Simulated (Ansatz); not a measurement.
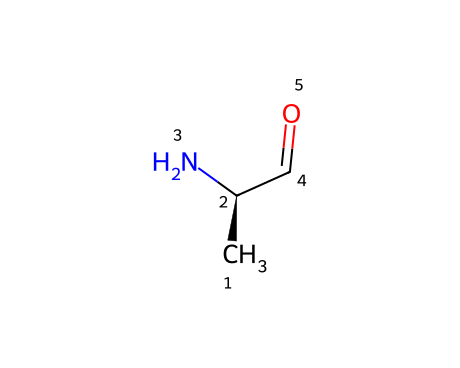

Skeletal drawing with numbered atoms; wedges and dashes mark any stereocentres. The configuration is that of a computed structure (PBE0-D4/def2-TZVP).

### What are the Cahn–Ingold–Prelog descriptors?

C2: R.

### Write the isomeric SMILES.

C[C@@H](N)C=O
